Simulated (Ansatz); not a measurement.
# Hypothetical diamond Tl: pressure series

The parent structure is Tl in the diamond structure (space group Fd-3m, No. 227; a = 7.117 Å; a hypothetical phase, not in the database extracts checked).

Cell and atoms are relaxed at each pressure.

The values are results of Ansatz (a program for electronic structure) PBE, spin-orbit coupling left out, not measurements.

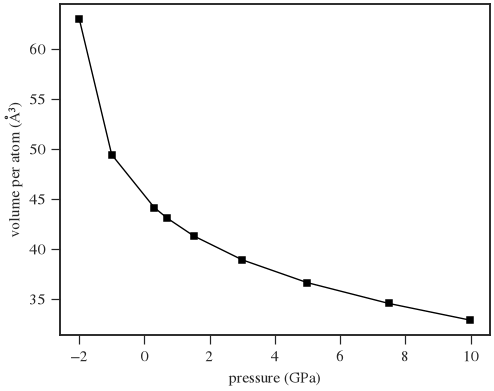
*Volume against pressure*

Task: Estimate the zero-pressure bulk modulus from the plot.

Result: About 14 GPa; a third-order Birch–Murnaghan fit to the points gives V₀ = 45.05 Å³/atom, B₀ = 14 GPa and B₀′ = 5.2.

Load acts through the strain it causes; cell and atoms are relaxed under it. No phonon test of stability was made. No other phases were tried under pressure.
